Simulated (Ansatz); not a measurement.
C$_{5}$H$_{3}$NO$_{3}$ (SMILES O=Cc1ncoc1C=O)

Input file:

```
basis:
  gaussian:
    orbitals: def2-SVPD
crystal:
  periodic: [false, false, false]
  atoms:
    - symbol: C
      position_ang: [0.684477, 0.367084, 0.105087]
    - symbol: C
      position_ang: [-0.129216, -0.867083, 0.119933]
    - symbol: C
      position_ang: [-0.574664, -2.921151, 0.355810]
    - symbol: C
      position_ang: [-1.472712, -1.035607, -0.164484]
    - symbol: C
      position_ang: [-2.545114, -0.107042, -0.567201]
    - symbol: N
      position_ang: [0.415875, -2.092440, 0.449098]
    - symbol: O
      position_ang: [0.251837, 1.461145, -0.176556]
    - symbol: O
      position_ang: [-1.744041, -2.357187, -0.009170]
    - symbol: O
      position_ang: [-3.683639, -0.455740, -0.774274]
    - symbol: H
      position_ang: [1.752963, 0.197819, 0.381747]
    - symbol: H
      position_ang: [-0.579644, -3.996000, 0.532247]
    - symbol: H
      position_ang: [-2.197248, 0.946213, -0.660227]
hamiltonian:
  xc: {name: PBE0}
output:
  forces: true
  orbitals: {seedname: orbitals}
```

Run with:

```sh
ansatz run input.yaml --threads 2 --pin off --max-ram 5220MiB --events-out events.jsonl --progress --plain --runs-dir runs
```

Geometry: B3LYP/def2-SVP.

Level of theory: Ansatz, isolated molecule in a Gaussian basis; Kohn-Sham density functional theory, functional PBE0.

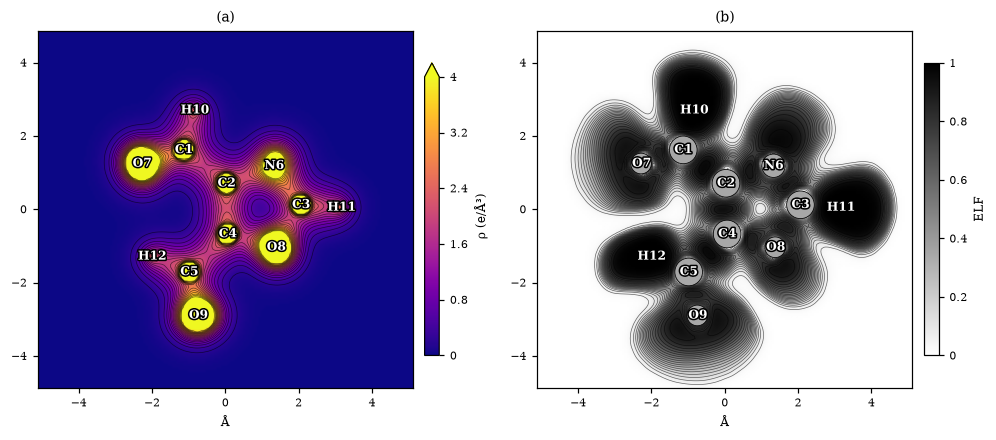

Figure 1. (a) electron density; (b) electron localisation function on the molecular plane. Grey discs cover the atomic cores in the ELF map.

### What do the fields say about this system?

Atoms in the plane: C, N, O and H. C–O (1.21 Å): ρ is about 3.3 e/Å³ halfway; the ELF peaks at about 0.90 between the atoms (a short, multiple covalent bond). C–N (1.29 Å): the density is about 2.7 e/Å³ at the midpoint; the ELF peaks at about 0.90 between the atoms: a covalent bond. C–C (1.38 Å): ρ at the midpoint is about 2.1 e/Å³; the ELF peaks at about 0.95 between the atoms (a covalent bond). C–H (1.09 Å): ρ is about 2.1 e/Å³ halfway; the ELF climbs to about 1 towards the hydrogen, as it does in any bond to H (an ordinary covalent bond to hydrogen). C–O (1.35 Å): the density is about 2.4 e/Å³ at the midpoint; the ELF peaks at about 0.90 between the atoms (a shared but strongly polarised pair). The ELF also peaks beside O9, O8, O7 and N6, away from the bonds: lone-pair regions.

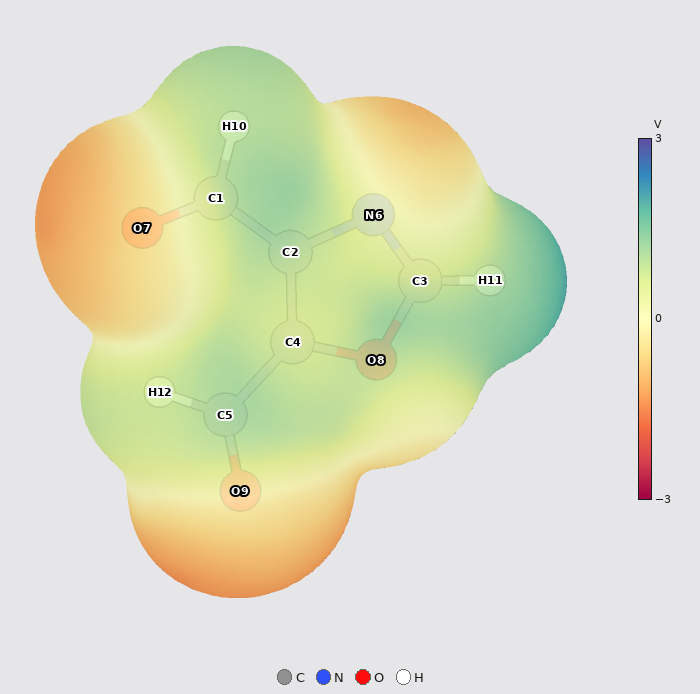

Figure 2. The electrostatic potential painted on the density surface at 0.002 e/bohr³, seen at a tilt; red is negative and blue positive.

### Where is the surface potential most negative and most positive?

The most negative region (about −1.4 V) lies over O9, the most positive (about +2.0 V) over H11. O9 is the likeliest acceptor of a hydrogen bond.

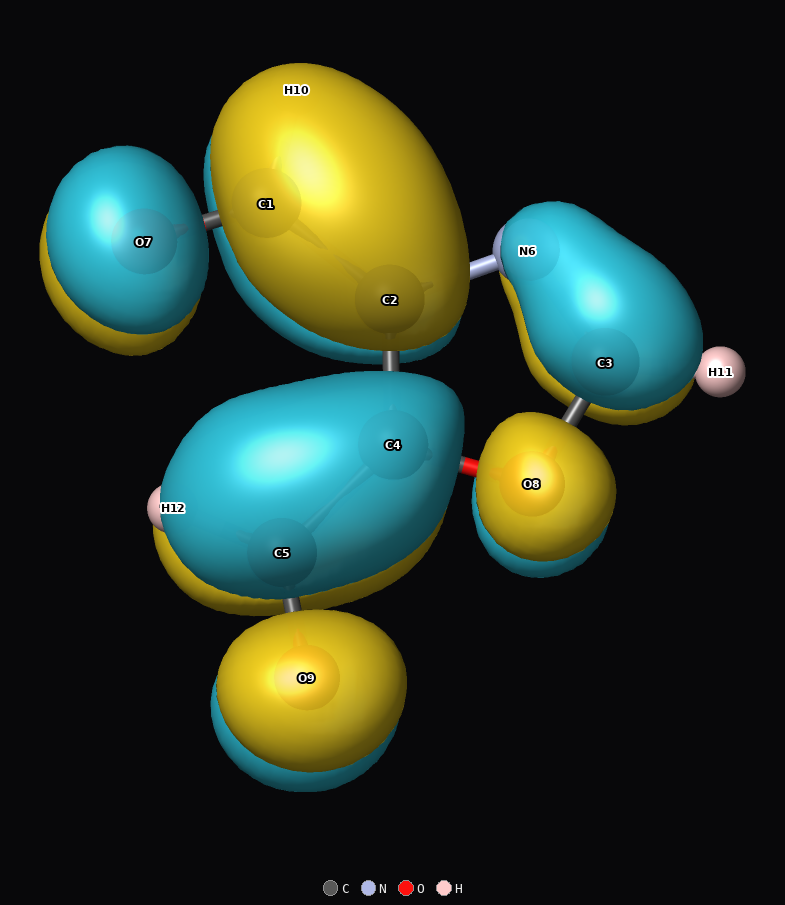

Figure 3. The LUMO at ±0.06 Å⁻³ᐟ² (yellow and cyan are the two phases), seen at a tilt.

### Where does this orbital lie, and at what energy?

By Hirshfeld shares it lies mainly on C5 (about 15 %), C1 (about 15 %), O9 (about 15 %), C4 (about 15 %), O7 (about 10 %) and C2 (about 10 %); it changes sign across the molecular plane (π type); π-bonding across C1–C2 and C4–C5; π-antibonding (a node) across C1–O7, C2–C4 and C5–O9. Its energy is −3.28 eV.

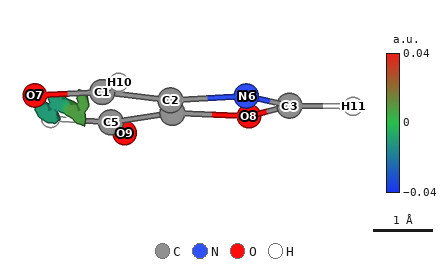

Figure 4. Non-covalent interaction (NCI) plot: the surface where the reduced density gradient is 0.4, for densities under 0.05 a.u., coloured by sign(λ₂)ρ; seen from one side.

### What holds or crowds the atoms apart from the covalent bonds?

Between H12 and C5 on one side and O7 on the other: a weak contact, attractive (blue-green) on one side and crowded (olive to red) on the other.
